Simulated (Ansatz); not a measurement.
**HCl (hydrogen chloride) at CCSD/3-21G**

What is the vertical electron affinity of HCl (hydrogen chloride) at CCSD/3-21G? 

Program for the calculation: Ansatz 0.2.0.

56 further runs of the same task are left out: 2 that didn't finish, 54 set aside as unsound or not needed.

## (1) The system as given

HCl has 2 atoms, charge 0, and is taken as a singlet. As SMILES, `Cl`. Geometry: relaxed at PBE0-D4/def2-TZVP.

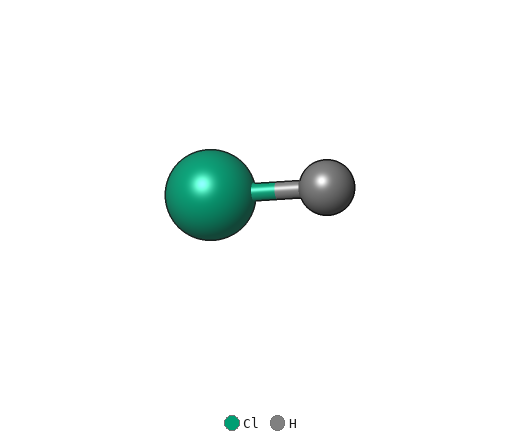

The structure, seen from a chosen angle (chlorine teal, hydrogen grey).

## (2) A single-point energy at CCSD/3-21G

Input file in.yaml:

```yaml
crystal:
  periodic: [false, false, false]
  atoms:
    - {symbol: Cl, position_ang: [0.546000, -0.178500, 0.280800]}
    - {symbol: H, position_ang: [-0.546000, 0.178500, -0.280800]}
basis:
  gaussian:
    orbitals: 3-21G.json
correlation:
  method: ccsd
  frozen_orbitals: {Cl: 5, H: 0}
accuracy: high
scf:
  omitted_lower_state_checks: [cluster_reference, increment]
```

The basis set 3-21G is read from a file made from the Basis Set Exchange's data (not shown).

Started as:

```sh
$ ansatz run in.yaml --threads 1 --pin off --max-ram 2610MiB --events-out events.jsonl --progress --plain --runs-dir runs
```

Standard output (excerpt; [...] marks lines left out):

```text
Warning: RAYON_NUM_THREADS=1 ignored (pool sized by the plan → 1); use --threads N
Functional definition: HF
  name "HF"
[...]
258 factors; integrals over basis functions are off by at most 4.2e-9 eV
[...]
mean field -12459.25868697 eV, -457.8693115574 hartree, gradient 5.6e-9 eV, S^2 0.000000; 0 other end points of the search recorded, 0 dependent functions left out
5 core orbitals not correlated: weight in the atoms' cores, before any rotation towards them, 1.000 or more for the frozen orbitals, at most 0.000 for the correlated occupied ones
reference -12459.25868697 eV, -457.8693115574 hartree; 4, 4 occupied and 6, 6 virtual orbitals, 258 factors
second order -1.41745168 eV of doubles, -0.00000000 eV of singles
cycle   1  -1.61029000 eV  change   -1.9e-1 eV  update   3.0e-2
[...]
cycle  15  -1.68429533 eV  change  -8.7e-11 eV  update  5.1e-11
Total energy: -12460.94298230 eV, -457.9312082691 hartree
Checks for a lower state left out: cluster_reference, increment
```

Run time: 0.14 s. Hardware: 1 thread of Arm Neoverse V2, shared host.

## (3) The doublet anion

Input file job.yaml:

```yaml
crystal:
  periodic: [false, false, false]
  atoms:
    - {symbol: Cl, position_ang: [0.546000, -0.178500, 0.280800]}
    - {symbol: H, position_ang: [-0.546000, 0.178500, -0.280800]}
basis:
  gaussian: {orbitals: 3-21G.json}
total_charge: -1
magnetization: {spin_polarized: true, initial_magnetization: 1}
correlation: {method: ccsd, frozen_orbitals: {Cl: 5, H: 0}}
accuracy: high
scf: {omitted_lower_state_checks: [cluster_reference, increment]}
```

The basis set 3-21G is read from a file made from the Basis Set Exchange's data (not shown).

Started as:

```sh
$ ansatz run job.yaml --threads 1 --pin off --max-ram 2610MiB --events-out events.jsonl --progress --plain --runs-dir runs
```

Standard output (excerpt; [...] marks lines left out):

```text
Warning: RAYON_NUM_THREADS=1 ignored (pool sized by the plan → 1); use --threads N
[... 2 set-up lines as earlier in the session ...]
[...]
258 factors; integrals over basis functions are off by at most 4.2e-9 eV
[...]
mean field -12455.11929619 eV, -457.7171917519 hartree, gradient 2.7e-8 eV, S^2 0.751269; 0 other end points of the search recorded, 0 dependent functions left out
5 core orbitals not correlated: weight in the atoms' cores, before any rotation towards them, 1.000 or more for the frozen orbitals, at most 0.000 for the correlated occupied ones
reference -12455.11929619 eV, -457.7171917519 hartree; 5, 4 occupied and 5, 6 virtual orbitals, 258 factors
second order -1.28704028 eV of doubles, -0.00000000 eV of singles
cycle   1  -1.44848909 eV  change   -1.6e-1 eV  update   2.3e-2
[...]
cycle  16  -1.49970085 eV  change   9.6e-11 eV  update  1.9e-10
Total energy: -12456.61899704 eV, -457.7723047415 hartree
Checks for a lower state left out: cluster_reference, increment
```

Wall time 0.22 s (1 thread of Arm Neoverse V2, shared host).

## (4) Summary of results

Level: CCSD/3-21G, 5 core orbitals frozen.

| quantity | value |
| --- | --- |
| singlet HCl: total energy | -457.93121 Eh |
| singlet HCl: correlation energy (5 core orbitals frozen) | -61.9 mEh |
| singlet HCl: T1 diagnostic | 0.005 |
| doublet anion: total energy | -457.77230 Eh |
| doublet anion: correlation energy (5 core orbitals frozen) | -55.1 mEh |
| doublet anion: ⟨S²⟩ of the reference determinant | 0.751 |
| doublet anion: T1 diagnostic | 0.003 |
| vertical electron affinity (to the doublet anion) | -4.324 eV |

In words: The anion lies 4.32 eV (417 kJ/mol) above the neutral: the electron isn't bound at this level, and such a value depends on the basis. Without diffuse functions anions come out too high.
